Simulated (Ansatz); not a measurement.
SiNH₇O: several calculations on one system

### Relaxation

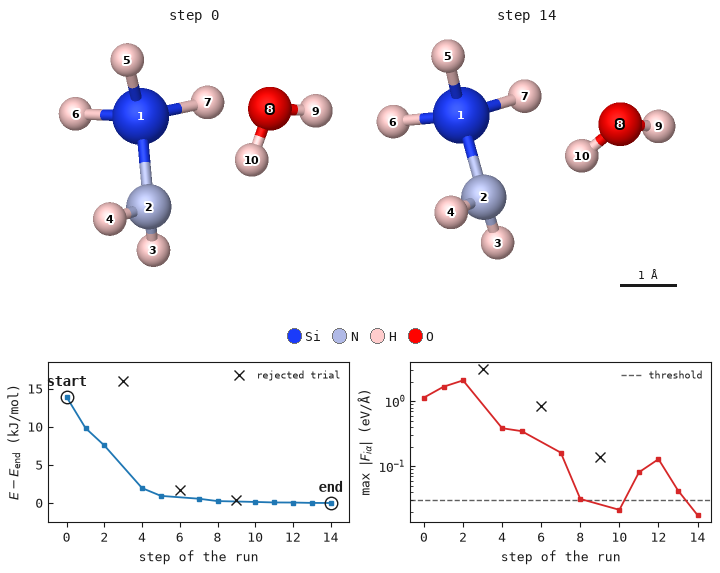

First and last geometry of a relaxation of SiNH7O, with the history of the run. The picture is a ball-and-stick view, seen at a tilt.

The run prepares an end point of a later path (reaction) calculation, from a guessed geometry.

Computed with RHF/def2-SVP in Ansatz.

The input:
```yaml
crystal:
  periodic: [false, false, false]
  atoms:
    - { symbol: Si, position_ang: [-0.095073, 0.228048, 0.172299] }
    - { symbol: "N", position_ang: [-0.05126, 0.108427, 1.958009] }
    - { symbol: H, position_ang: [-0.94261, 0.123012, 2.420856] }
    - { symbol: H, position_ang: [0.562409, 0.755608, 2.420259] }
    - { symbol: H, position_ang: [1.278697, 0.320302, -0.344978] }
    - { symbol: H, position_ang: [-0.808647, 1.464222, -0.259262] }
    - { symbol: H, position_ang: [-0.872531, -0.903947, -0.365868] }
    - { symbol: O, position_ang: [1.31037, -2.227918, 0.771787] }
    - { symbol: H, position_ang: [0.7845, -3.001847, 0.634826] }
    - { symbol: H, position_ang: [1.006845, -1.855209, 1.61507] }
basis:
  gaussian: { orbitals: def2-SVP }
hamiltonian:
  xc: hf
relax:
  f_tol: 0.03
  max_steps: 50
```

Command:
```bash
ansatz run input.yaml --threads 1 --pin off --max-ram 2048MiB --backend cpu --events-out ev --progress --plain --runs-dir out
```

Did the run converge, and what did it change?

Answer. It converged. Over 11 accepted moves (14 points after the start) the energy falls by 13.9 kJ/mol. The largest force component goes from 1.1 to 0.018 eV/Å. The line search rejected the trial steps at points 3, 6, 9 of the run. The forces were under the threshold at step 10, but the run went on from there. The largest move after the best rigid fit is that of O8, 0.56 Å. Largest moves by element: O 0.56 Å, H 0.39 Å, Si 0.25 Å, N 0.18 Å. Among the contacts that change: Si1–N2 1.790 → 1.743 Å, O8–H10 0.971 → 0.950 Å, Si1–H5 1.471 → 1.476 Å, Si1–H6 1.491 → 1.486 Å. Among the angles between lasting bonds that change: H5–Si1–H7 114.3° → 111.2°, N2–Si1–H6 110.8° → 114.0°, Si1–N2–H3 115.9° → 118.4°. The run took 16 s on 1 thread of Arm Neoverse V2 (shared host), peak memory 0.13 GiB.

Limits of the set-up: the start holds two separate molecules, 2.3 Å apart at their closest, whose relative position is a soft coordinate and is computed without a dispersion correction; Hartree-Fock leaves out electron correlation.

### Relaxation

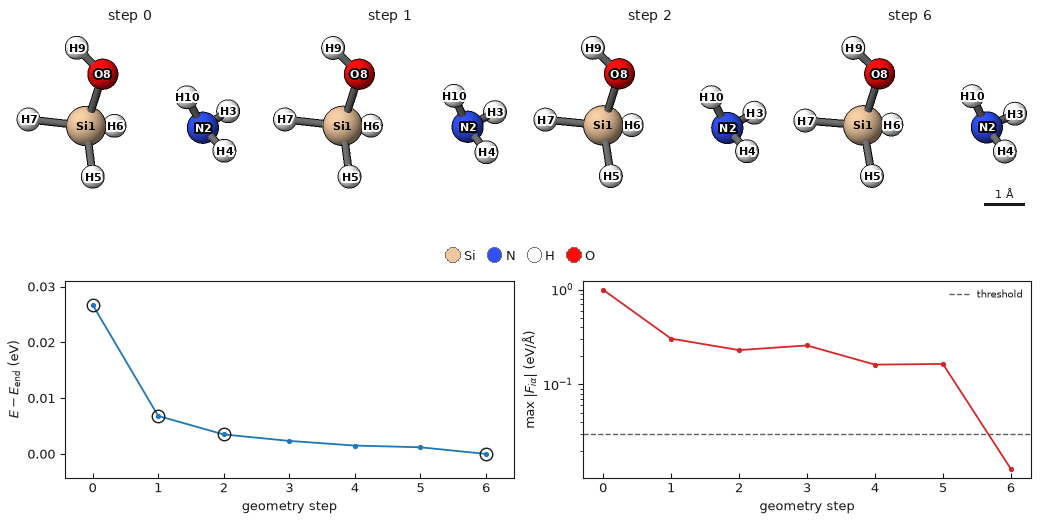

Frames of a relaxation of SiNH7O, marked on the history of the run. The picture is a ball-and-stick view, seen at a tilt.

The run prepares an end point of a later path (reaction) calculation, from a guessed geometry.

Level of theory: Ansatz, RHF/def2-SVP. (no spin polarisation; force threshold 0.03 eV/Å; at most 50 steps)

Q: What happens along the run?

A: The largest move after the best rigid fit is that of H3, 0.19 Å. By element the largest moves are H 0.19 Å, N 0.10 Å, O 0.08 Å, Si 0.08 Å. Near-neighbour distances that change, for instance: N2–H10 1.028 → 1.006 Å, Si1–O8 1.674 → 1.664 Å. Over 6 geometry steps the energy falls by 0.027 eV. The largest force component goes from 1 to 0.013 eV/Å. From step 0 to 1: H10 moves most (0.19 Å), energy −0.020 eV. From step 1 to 2: H10 moves most (0.09 Å), energy −0.003 eV. From step 2 to 6: H4 moves most (0.06 Å), energy −0.003 eV.

```csv
step,"E − E(0), eV","largest force component, eV/Å"
0,0.0000,0.9961
1,-0.0200,0.3040
2,-0.0233,0.2299
3,-0.0244,0.2574
4,-0.0253,0.1616
5,-0.0256,0.1643
6,-0.0268,0.0129
```

Limits of the set-up: the start holds two separate molecules, 2.2 Å apart at their closest, whose relative position is a soft coordinate and is computed without a dispersion correction; Hartree-Fock leaves out electron correlation.

### Path

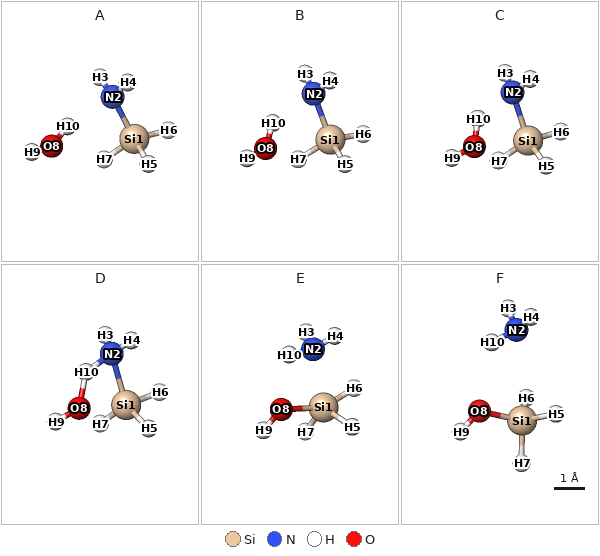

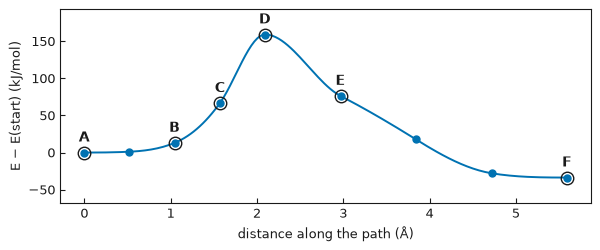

A search for the minimum-energy path of SiNH7O by the nudged elastic band. Images are numbered from 0 (start) to 8 (end). Frames A to F are images 0, 2, 3, 4, 5, 8. Style: ball-and-stick. Shown at a tilt.

Level of theory: Ansatz 0.2.0, RHF/def2-SVP. Set-up: 7 movable images; climbing image; force threshold 0.05 eV/Å; iteration limit 60; starting path through a guess of the saddle point.

### Describe the mechanism and the energy profile.

The energy climbs by 159.1 kJ/mol to image 4 and then falls by 192.8 kJ/mol, so the end point sits at −33.7 kJ/mol. Breaking: O8–H10 (0.95 → 1.27 at the top → 2.41 Å), Si1–N2 (1.74 → 1.89 at the top → 3.20 Å). Forming: N2–H10 (2.18 → 1.20 at the top → 1.01 Å), Si1–O8 (3.63 → 2.05 at the top → 1.66 Å). The band converged in 15 iterations, with a climbing image at the top. At the top, the vibrational analysis gives one imaginary mode (1516i cm⁻¹), as a transition state must have.

Limits of the set-up: Hartree-Fock leaves out electron correlation.

Cost: 91 s on 1 thread of Arm Neoverse V2, with other jobs on the host, peak memory 0.14 GiB.
